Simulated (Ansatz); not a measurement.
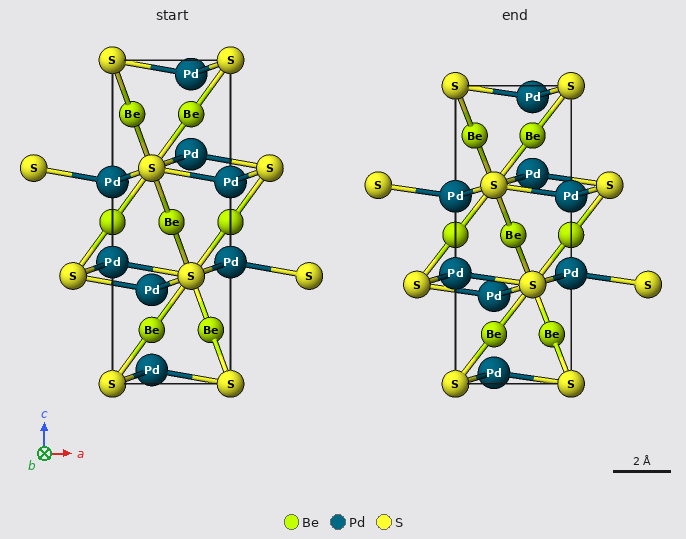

The structure of a crystal of Be3Pd2S (a generated structure, set up in R-3m) (coarse preliminary run) before (left) and after (right) a relaxation, at one scale.

Style: ball-and-stick. Shown: the conventional cell (3 times the calculation's cell), along the b axis. Lengths and directions refer to the drawn axes.

Theory: Ansatz 0.2.0, DFT PBE, scalar-relativistic, plane waves, PAW.

The input:
```yaml
crystal:
  lattice:
    - [2.42590687, 1.40059799, 3.83913856]
    - [-2.42590687, 1.40059799, 3.83913856]
    - [0.0, -2.80119597, 3.83913856]
  atoms:
    - { symbol: Be, position: [0.0, 0.5, 0.0] }
    - { symbol: Be, position: [0.5, 0.0, 0.0] }
    - { symbol: Be, position: [0.0, 0.0, 0.5] }
    - { symbol: Pd, position: [0.62376601, 0.62376601, 0.62376601] }
    - { symbol: Pd, position: [0.37623399, 0.37623399, 0.37623399] }
    - { symbol: S, position: [0.0, 0.0, 0.0] }
basis:
  ecutwfc: 420
kpoints:
  mp_grid: { grid: [6, 6, 6] }
hamiltonian:
  xc: pbe
scf:
  occupations: { method: gaussian, width: 0.1 }
  lower_state_search: "off"
output:
  forces: true
  stress: true
  eigenvalues: true
relax:
  adjacent_minimum: "off"
  f_tol: 0.04
  max_steps: 70
  cell: { stress_tol: 0.4 }
```

Command:
```bash
ansatz run input.yaml --threads 1 --pin off --max-ram 2560MiB --backend cpu --events-out ev --progress --plain --runs-dir out
```

Describe what moved and what it gained.

The largest moves relative to the cell, 0.060 Å, are those of Pd4 and Pd5. Pd4 goes along +c. Be and S stay in place. Cell: a = b 4.852 → 4.751 Å (−2.1 %), c 11.517 → 10.605 Å (−7.9 %). Volume −11.7 %. Among the contacts that change: Be1–S6 2.376 → 2.237 Å, Pd4–Pd5 2.851 → 2.745 Å, Pd4–S6 2.844 → 2.771 Å. The space group stays R-3m (No. 166). After 5 accepted moves (6 points after the start) the energy has fallen by 73.3 meV per atom. The largest force component goes from 0.18 to 0.013 eV/Å. The pressure goes from −12.92 to 0.11 GPa. At 1 point the geometry stayed and the basis and grid were re-selected for the new cell (energy shift of 0.5 meV per atom at most each time).
